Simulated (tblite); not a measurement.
# Geometry relaxation, with input and output: C6H12FNSi (part 1 of 3)

C6H12FNSi, SMILES C#CC[C@H](F)[SiH2]N(C)C, computed with GFN2-xTB geometry optimisation, gas phase (tblite 0.8.0).

It belongs to a series of runs on one base structure; here: H on C replaced by ethynyl.

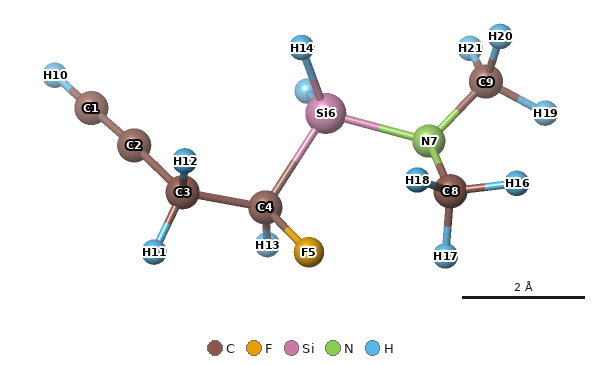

Figure 1. The structure as given in the input (ball-and-stick view, seen at a tilt; atoms are numbered from 1 in the order of the input). Bond lengths as drawn: C–C 1.23 to 1.49 Å, C–F 1.40 Å, C–H 1.06 to 1.13 Å, C–N 1.41 to 1.43 Å, C–Si 1.88 Å, H–Si 1.45 to 1.48 Å and N–Si 1.76 Å.

Input:
```
{"job": {"kind": "relax", "xc": "GFN2-xTB", "basis": "xTB"}, "charge": 0, "multiplicity": 1}
C      3.871900     1.283500     0.257700
C      3.156300     0.329000    -0.027800
C      2.349400    -0.841000    -0.357200
C      1.071000    -0.826200     0.416200
F      0.340200    -1.966100     0.056400
Si    -0.030900     0.651100     0.070100
N     -1.681200     0.151700     0.430900
C     -2.059600    -1.132800    -0.067100
C     -2.672900     1.154200     0.384800
H      4.483300     2.113200     0.498300
H      2.890900    -1.777900    -0.101200
H      2.176400    -0.889300    -1.454800
H      1.181400    -0.887800     1.528200
H      0.183100     1.164300    -1.269800
H      0.368500     1.683900     1.053000
H     -3.176200    -1.170000    -0.184700
H     -1.845400    -1.879300     0.744700
H     -1.617700    -1.417600    -1.023500
H     -3.574100     0.779900     0.953600
H     -3.045900     1.397000    -0.624400
H     -2.377300     2.097100     0.870500
```

The first line tells a small driver script what to run in tblite; the rest is the geometry in Å.

Hardware: 1 CPU thread, shared host.

Run as:
```bash
OMP_NUM_THREADS=1 python <driver script> task.json out
```

The program's output:
```
step      E/eV     max force
  0    -769.30353    2.813
  1    -769.37060    7.574
  2    -769.53589    2.436
  3    -769.62574    0.988
  4    -769.65700    0.514
  5    -769.69469    0.806
  6    -769.70519    0.345
  7    -769.71191    0.166
  8    -769.71894    0.450
  9    -769.72648    0.513
 10    -769.73318    0.317
 11    -769.73923    0.169
 12    -769.74498    0.265
 13    -769.75055    0.322
 14    -769.75542    0.194
 15    -769.75932    0.151
 16    -769.76268    0.183
 17    -769.76602    0.245
 18    -769.76915    0.177
 19    -769.77163    0.115
 20    -769.77351    0.103
 21    -769.77515    0.150
 22    -769.77659    0.111
 23    -769.77770    0.070
 24    -769.77847    0.065
 25    -769.77909    0.094
 26    -769.77969    0.077
 27    -769.78027    0.054
 28    -769.78081    0.048
 29    -769.78133    0.067
 30    -769.78184    0.064
 31    -769.78236    0.062
 32    -769.78291    0.050
 33    -769.78351    0.075
 34    -769.78418    0.071
 35    -769.78484    0.067
 36    -769.78542    0.060
 37    -769.78587    0.052
 38    -769.78623    0.052
 39    -769.78652    0.037
 40    -769.78682    0.045
 41    -769.78718    0.047
 42    -769.78763    0.067
 43    -769.78814    0.062
 44    -769.78864    0.046
 45    -769.78918    0.054
 46    -769.78994    0.085
 47    -769.79104    0.100
 48    -769.79232    0.086
 49    -769.79342    0.076
 50    -769.79427    0.062
 51    -769.79504    0.062
 52    -769.79585    0.071
 53    -769.79662    0.052
 54    -769.79724    0.058
 55    -769.79782    0.062
 56    -769.79857    0.080
 57    -769.79947    0.091
 58    -769.80017    0.086
 59    -769.80105    0.070
 60    -769.80188    0.078
 61    -769.80304    0.077
 62    -769.80446    0.093
 63    -769.80611    0.082
 64    -769.80738    0.076
 65    -769.80847    0.080
 66    -769.80962    0.072
 67    -769.81111    0.073
 68    -769.81250    0.088
 69    -769.81301    0.117
 70    -769.81438    0.087
 71    -769.81529    0.063
 72    -769.81676    0.064
 73    -769.81776    0.064
 74    -769.81893    0.082
 75    -769.82006    0.080
 76    -769.82240    0.092
 77    -769.82532    0.108
 78    -769.82928    0.180
 79    -769.83050    0.204
 80    -769.83076    0.221
 81    -769.83571    0.157
 82    -769.83739    0.098
 83    -769.83921    0.099
 84    -769.84289    0.101
 85    -769.84479    0.127
 86    -769.84952    0.152
 87    -769.85108    0.258
 88    -769.85564    0.156
 89    -769.85836    0.142
 90    -769.86524    0.142
 91    -769.86895    0.145
 92    -769.87258    0.179
 93    -769.87595    0.173
 94    -769.88038    0.172
 95    -769.88878    0.283
 96    -769.89761    0.383
 97    -769.90478    0.178
 98    -769.90996    0.181
 99    -769.91281    0.129
100    -769.91542    0.156
101    -769.91687    0.076
102    -769.91791    0.060
103    -769.91888    0.089
104    -769.91987    0.074
105    -769.92096    0.098
106    -769.92211    0.090
107    -769.92336    0.086
108    -769.92482    0.092
109    -769.92629    0.080
110    -769.92754    0.074
111    -769.92850    0.068
112    -769.92944    0.057
113    -769.93032    0.064
114    -769.93116    0.066
115    -769.93186    0.063
116    -769.93235    0.037
117    -769.93266    0.032
118    -769.93296    0.042
119    -769.93332    0.050
120    -769.93368    0.038
121    -769.93398    0.048
122    -769.93422    0.047
123    -769.93449    0.047
124    -769.93482    0.045
125    -769.93516    0.036
126    -769.93545    0.038
127    -769.93567    0.037
128    -769.93586    0.032
129    -769.93601    0.025
130    -769.93614    0.030
131    -769.93628    0.036
132    -769.93644    0.035
133    -769.93660    0.036
134    -769.93675    0.034
135    -769.93691    0.032
136    -769.93712    0.046
137    -769.93737    0.052
138    -769.93760    0.037
139    -769.93773    0.024
140    -769.93782    0.023
141    -769.93793    0.028
142    -769.93807    0.038
143    -769.93827    0.035
144    -769.93851    0.036
145    -769.93878    0.039
146    -769.93915    0.046
147    -769.93964    0.059
148    -769.94023    0.052
149    -769.94084    0.054
150    -769.94116    0.072
151    -769.94156    0.055
152    -769.94180    0.056
153    -769.94201    0.020
154    -769.94214    0.020
155    -769.94225    0.021
156    -769.94234    0.023
157    -769.94240    0.015
158    -769.94245    0.023
159    -769.94250    0.025
160    -769.94257    0.021
161    -769.94264    0.026
162    -769.94271    0.022
163    -769.94279    0.022
164    -769.94290    0.025
165    -769.94305    0.027
166    -769.94320    0.034
167    -769.94333    0.030
168    -769.94346    0.030
169    -769.94362    0.034
170    -769.94384    0.032
171    -769.94408    0.032
172    -769.94428    0.033
173    -769.94446    0.026
174    -769.94464    0.032
175    -769.94485    0.034
176    -769.94511    0.065
177    -769.94539    0.047
178    -769.94567    0.064
179    -769.94594    0.039
180    -769.94609    0.025
181    -769.94617    0.031
182    -769.94623    0.027
183    -769.94629    0.017
184    -769.94634    0.017
185    -769.94638    0.015
186    -769.94641    0.013
187    -769.94644    0.016
188    -769.94648    0.018
189    -769.94650    0.014
190    -769.94652    0.006
```

Trajectory as extended XYZ (Å, eV, eV/Å), 23 of the 191 frames kept, from step=0 to step=190:
```
21
Properties=species:S:1:pos:R:3:forces:R:3 step=0 energy=-769.30353
C     3.8719    1.2835    0.2577   -1.6390  -2.1900  -0.6570
C     3.1563    0.3290   -0.0278    1.6980   1.9550   0.5570
C     2.3494   -0.8410   -0.3572    1.1320  -0.2820  -0.1510
C     1.0710   -0.8262    0.4162   -1.0010  -0.4120   0.6260
F     0.3402   -1.9661    0.0564    0.8090  -0.3640   0.1480
Si   -0.0309    0.6511    0.0701   -1.2220   0.9070   0.7640
N    -1.6812    0.1517    0.4309    2.3670   0.8240  -0.3930
C    -2.0596   -1.1328   -0.0671   -1.8960  -1.1640   0.7360
C    -2.6729    1.1542    0.3848   -1.9710   0.4490   0.6300
H     4.4833    2.1132    0.4983   -0.2520  -0.2980  -0.0890
H     2.8909   -1.7779   -0.1012    0.0680   0.4550  -0.0770
H     2.1764   -0.8893   -1.4548   -0.1240   0.2110   0.5790
H     1.1814   -0.8878    1.5282    0.3900  -0.2410  -0.7510
H     0.1831    1.1643   -1.2698    0.0930   0.0570  -0.4140
H     0.3685    1.6839    1.0530   -0.1910  -0.1130  -0.1830
H    -3.1762   -1.1700   -0.1847    0.7670   0.0850  -0.0640
H    -1.8454   -1.8793    0.7447   -0.0180   0.3290  -0.9430
H    -1.6177   -1.4176   -1.0235   -0.0710  -0.0450   0.2420
H    -3.5741    0.7799    0.9536    0.6060   0.3350  -0.3660
H    -3.0459    1.3970   -0.6244    0.2340  -0.0190   0.0370
H    -2.3773    2.0971    0.8705    0.2230  -0.4800  -0.2310
21
Properties=species:S:1:pos:R:3:forces:R:3 step=9 energy=-769.72648
C     3.8574    1.2619    0.2532   -0.1870  -0.2650  -0.0680
C     3.1801    0.3110   -0.0216    0.2360   0.4400   0.1170
C     2.3752   -0.8391   -0.3415    0.0950   0.0610  -0.0200
C     1.0539   -0.8486    0.4157    0.0590  -0.0360   0.0010
F     0.4514   -2.0535    0.0686   -0.0530  -0.0360   0.0300
Si   -0.0500    0.6911    0.0780   -0.0630  -0.0480   0.0670
N    -1.6662    0.1847    0.3748   -0.0010  -0.0140  -0.0570
C    -2.1204   -1.1390   -0.0466   -0.0150   0.0180  -0.0450
C    -2.7229    1.1694    0.3941    0.0420  -0.0240  -0.0110
H     4.4566    2.0888    0.4876    0.0180   0.0270   0.0070
H     2.9371   -1.7436   -0.0866    0.0100  -0.0470  -0.0790
H     2.1600   -0.8466   -1.4133    0.0510  -0.0370  -0.0310
H     1.2482   -0.9299    1.4891    0.0240  -0.0270   0.0850
H     0.2043    1.1708   -1.2994    0.0550  -0.0410   0.0840
H     0.3301    1.7222    1.0608   -0.1170  -0.1290  -0.1480
H    -3.2013   -1.1379   -0.1809    0.0430   0.0010   0.0390
H    -1.8557   -1.8872    0.7021   -0.0890   0.0680   0.0260
H    -1.6587   -1.4398   -0.9872   -0.1120  -0.0250  -0.0300
H    -3.5761    0.7924    0.9664    0.0870   0.0650  -0.0330
H    -3.0577    1.4116   -0.6229   -0.0620   0.0450   0.0940
H    -2.3543    2.0782    0.8639   -0.0220   0.0040  -0.0270
21
Properties=species:S:1:pos:R:3:forces:R:3 step=17 energy=-769.76602
C     3.8734    1.2859    0.2665   -0.1220  -0.1390  -0.0450
C     3.1879    0.3428   -0.0107    0.1430   0.1720   0.1010
C     2.4065   -0.8261   -0.3386    0.0670   0.0200  -0.0730
C     1.0893   -0.8816    0.4314    0.0510  -0.0080  -0.0120
F     0.5003   -2.0975    0.0979   -0.0790  -0.0030  -0.0440
Si   -0.0518    0.6313    0.0714   -0.0270   0.0770   0.0450
N    -1.6875    0.1834    0.3094    0.0000  -0.0420   0.0210
C    -2.1746   -1.1376   -0.0593   -0.0420  -0.0300  -0.0290
C    -2.7216    1.1873    0.3897    0.0270  -0.0200  -0.0100
H     4.4678    2.1193    0.4958   -0.0200  -0.0080   0.0040
H     2.9928   -1.7273   -0.1286    0.0210   0.0030   0.0800
H     2.1958   -0.8257   -1.4098   -0.0590   0.0420  -0.0930
H     1.3039   -0.9689    1.5008   -0.0120   0.0670   0.0830
H     0.2676    1.1313   -1.2771    0.0520  -0.0690  -0.0990
H     0.2437    1.7011    1.0259    0.0370  -0.0410   0.0590
H    -3.2566   -1.1158   -0.1621   -0.0420  -0.0220   0.0130
H    -1.9095   -1.8639    0.7097   -0.0370  -0.0040   0.0030
H    -1.7521   -1.4789   -1.0040   -0.0240  -0.0150  -0.0200
H    -3.5520    0.8159    0.9958    0.0470   0.0480   0.0030
H    -3.1078    1.4545   -0.6013   -0.0120  -0.0060   0.0190
H    -2.3244    2.0877    0.8515    0.0320  -0.0210  -0.0080
21
Properties=species:S:1:pos:R:3:forces:R:3 step=26 energy=-769.77969
C     3.8722    1.3028    0.2732   -0.0240  -0.0190   0.0040
C     3.1966    0.3538   -0.0008    0.0230   0.0710   0.0200
C     2.4198   -0.8146   -0.3419    0.0270   0.0170  -0.0160
C     1.1045   -0.8772    0.4323    0.0110  -0.0210   0.0070
F     0.5038   -2.0873    0.0984   -0.0100  -0.0470  -0.0110
Si   -0.0513    0.6163    0.0638   -0.0510   0.0140   0.0020
N    -1.6922    0.1690    0.2824   -0.0180  -0.0140   0.0110
C    -2.2105   -1.1467   -0.0681   -0.0150   0.0020   0.0010
C    -2.7076    1.1905    0.3891    0.0110  -0.0100   0.0010
H     4.4633    2.1360    0.5093   -0.0060   0.0110   0.0110
H     3.0157   -1.7090   -0.1293   -0.0250  -0.0220   0.0040
H     2.2019   -0.7999   -1.4133    0.0000  -0.0110  -0.0240
H     1.3199   -0.9554    1.5027   -0.0100   0.0000   0.0490
H     0.3080    1.0689   -1.2944   -0.0220   0.0220  -0.0280
H     0.2343    1.6678    1.0427    0.0210  -0.0050  -0.0210
H    -3.2951   -1.1102   -0.1511   -0.0020   0.0290  -0.0050
H    -1.9523   -1.8708    0.7059    0.0130  -0.0030  -0.0170
H    -1.8102   -1.5048   -1.0168   -0.0050   0.0020   0.0140
H    -3.5265    0.8423    1.0232    0.0390   0.0040   0.0140
H    -3.1237    1.4614   -0.5889    0.0220  -0.0140   0.0120
H    -2.2796    2.0843    0.8359    0.0200  -0.0050  -0.0270
21
Properties=species:S:1:pos:R:3:forces:R:3 step=35 energy=-769.78484
C     3.8614    1.3214    0.2920   -0.0280  -0.0240  -0.0020
C     3.1922    0.3697    0.0104    0.0050   0.0290   0.0160
C     2.4236   -0.8034   -0.3390    0.0350  -0.0090   0.0010
C     1.1072   -0.8851    0.4310    0.0110  -0.0240  -0.0050
F     0.5267   -2.1062    0.1012   -0.0460  -0.0240  -0.0430
Si   -0.0504    0.5975    0.0458   -0.0610   0.0100   0.0040
N    -1.6877    0.1511    0.2833   -0.0350   0.0070  -0.0130
C    -2.2358   -1.1507   -0.0723    0.0230  -0.0080   0.0030
C    -2.6836    1.1889    0.3935   -0.0070   0.0220   0.0110
H     4.4462    2.1586    0.5330   -0.0230  -0.0150   0.0050
H     3.0175   -1.6984   -0.1267    0.0410  -0.0120  -0.0040
H     2.2089   -0.7881   -1.4119    0.0070   0.0020   0.0110
H     1.3121   -0.9577    1.5044    0.0240   0.0230   0.0220
H     0.2850    1.0567   -1.3169    0.0000  -0.0070  -0.0130
H     0.2524    1.6494    1.0189    0.0080   0.0130  -0.0170
H    -3.3210   -1.0882   -0.1450    0.0450   0.0010   0.0150
H    -1.9793   -1.8851    0.6917   -0.0110  -0.0180   0.0110
H    -1.8515   -1.5120   -1.0260    0.0010   0.0160  -0.0170
H    -3.4844    0.8703    1.0647    0.0070   0.0100  -0.0020
H    -3.1230    1.4430   -0.5783   -0.0030  -0.0250   0.0140
H    -2.2251    2.0852    0.8004    0.0060   0.0300   0.0030
21
Properties=species:S:1:pos:R:3:forces:R:3 step=43 energy=-769.78814
C     3.8406    1.3314    0.3115   -0.0290  -0.0300   0.0010
C     3.1793    0.3749    0.0271    0.0510   0.0350   0.0020
C     2.4325   -0.8091   -0.3343    0.0300   0.0360  -0.0170
C     1.1089   -0.8974    0.4233    0.0300   0.0050  -0.0190
F     0.5255   -2.1147    0.0850   -0.0030  -0.0170   0.0030
Si   -0.0504    0.5843    0.0311   -0.0220   0.0140   0.0090
N    -1.6861    0.1447    0.2914   -0.0070   0.0060   0.0130
C    -2.2442   -1.1509   -0.0712    0.0110  -0.0020  -0.0040
C    -2.6714    1.1930    0.4022   -0.0030   0.0150   0.0010
H     4.4166    2.1731    0.5581   -0.0310  -0.0130   0.0070
H     3.0456   -1.6941   -0.1263   -0.0490   0.0130   0.0170
H     2.2256   -0.7861   -1.4084    0.0120  -0.0190  -0.0050
H     1.3103   -0.9616    1.4986   -0.0200  -0.0400  -0.0020
H     0.2616    1.0383   -1.3386    0.0190  -0.0290  -0.0230
H     0.2704    1.6494    0.9837   -0.0010   0.0050  -0.0020
H    -3.3287   -1.0781   -0.1338    0.0130  -0.0070   0.0110
H    -1.9898   -1.9001    0.6794    0.0100   0.0220   0.0240
H    -1.8704   -1.5028   -1.0325   -0.0040   0.0110  -0.0230
H    -3.4575    0.9035    1.1033    0.0100  -0.0150  -0.0030
H    -3.1331    1.4228   -0.5645   -0.0190  -0.0130   0.0000
H    -2.1942    2.0965    0.7693    0.0040   0.0250   0.0120
```
